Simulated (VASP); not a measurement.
Band structure of PbTe (rock salt). Computed with revTPSS meta-GGA, VASP's PBE PAW potentials (set 64) (plane waves; VASP).

Unless said otherwise, spin-orbit coupling is left out, though it shifts the bands of the heavy elements here.

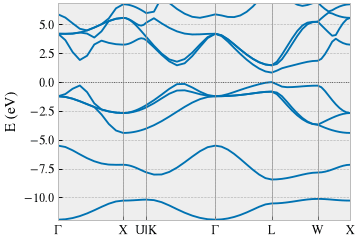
Figure: Bands along high-symmetry lines, zero at the valence-band maximum or, without a gap, the Fermi level

Read the plot: is there a gap, and where are the band edges?

The gap is direct, 0.83 eV, from the valence maximum at L to the conduction minimum at L.

The compound is PbTe in the rock salt structure. It was relaxed first.
